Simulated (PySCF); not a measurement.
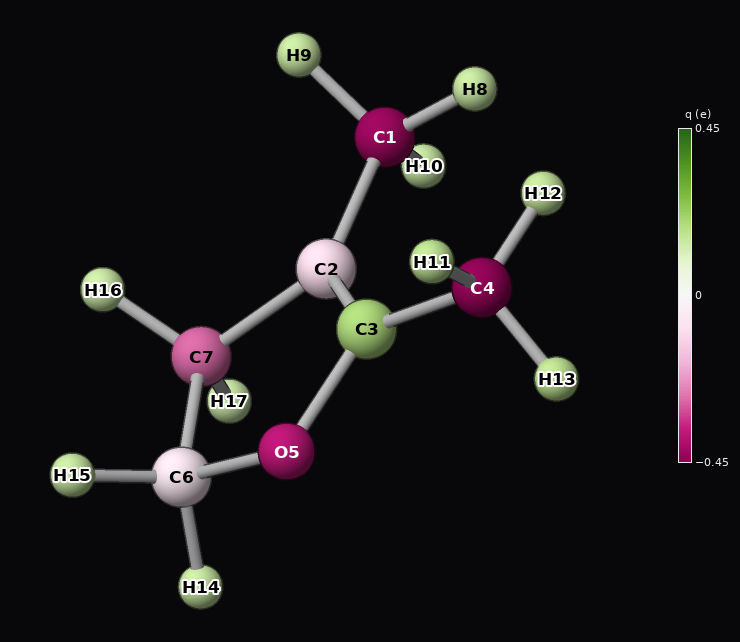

Atoms are coloured by their IAO charges. The computed structure is the end point of a GFN2-xTB optimisation. No frequency run is at hand to confirm it as a minimum. Properties computed with PBE0/pcSseg-1, gas phase (PySCF 2.14.0).

List the IAO charges.

```tsv
atom	value (e)
C1	−0.42
C2	−0.09
C3	0.19
C4	−0.43
O5	−0.37
C6	−0.06
C7	−0.28
H8	0.14
H9	0.14
H10	0.14
H11	0.16
H12	0.15
H13	0.16
H14	0.14
H15	0.14
H16	0.14
H17	0.14
```
